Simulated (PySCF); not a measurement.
C₄H₁₃PSi₂

Input file:

```
{"job": {"kind": "uv", "xc": "CAM-B3LYP", "basis": "def2-SVPD", "ip": true, "dynamic": false}, "charge": 0, "multiplicity": 1}
C     -1.276810    -2.500748    -0.572364
Si    -0.933575    -1.322377     0.858346
C     -1.933867     0.297289     0.713784
C     -1.119522     1.329320    -0.081093
C      0.285982     1.521088     0.506432
Si     1.112948    -0.195042     0.630535
P      1.925177    -0.719063    -1.424247
H     -0.647035    -3.401418    -0.504095
H     -2.330892    -2.819727    -0.573002
H     -1.062807    -2.010941    -1.535179
H     -1.180367    -2.014366     2.163178
H     -2.118159     0.676882     1.734485
H     -2.923224     0.126034     0.258332
H     -1.026258     0.994152    -1.130493
H     -1.653709     2.294307    -0.121871
H      0.218721     1.942529     1.525281
H      0.881933     2.229835    -0.091014
H      2.137331    -0.272121     1.718772
H      2.428250    -1.998302    -1.034424
H      3.185764    -0.063108    -1.266821
```

Command:

```sh
OMP_NUM_THREADS=1 python probes_run.py task.json out
```

Geometry: PBE0-D3(BJ)/def2-SVP.

Computed with CAM-B3LYP/def2-SVPD, SCF density, gas phase in PySCF 2.14.0.

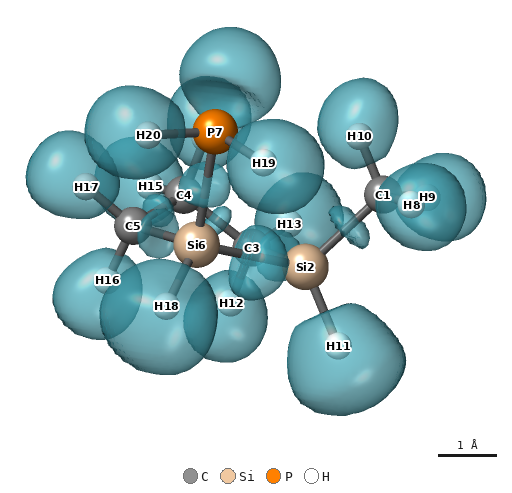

Figure 1. Isosurface of the ELF at 0.9 (cyan), seen from one side. Core shells and regions of very low density are left out.

### Identify the bonds, lone pairs and shells in this picture.

The surface consists of two regions between bonded C–C atoms (shared pairs), three regions between bonded C–Si atoms (shared pairs), one region between bonded P–Si atoms (shared pairs), one region between bonded Si–Si atoms (shared pairs), 13 regions around hydrogen nuclei and one lobe on P, pointing away from the bonds (lone pairs). Profiles from the grid: C–C (1.54 Å): the ELF peaks at about 0.95 between the atoms; a shared electron pair. C–Si (1.89 Å): the ELF peaks at about 0.95 between the atoms; a covalent bond.

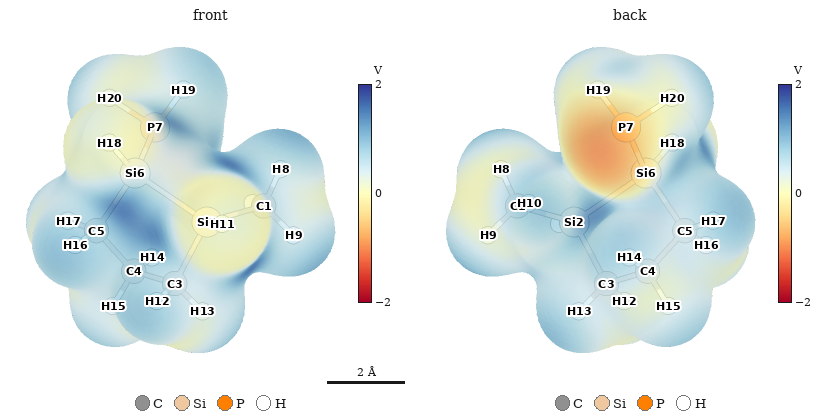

Figure 2. The molecular electrostatic potential painted on the density surface at 0.004 e/bohr³, seen from the front and from behind; the colour scale runs from red (negative) to blue (positive).

### Where is the surface potential most negative and most positive?

The most negative region (about −0.9 V) lies over P7, the most positive (about +1.5 V) over Si2 and Si6.
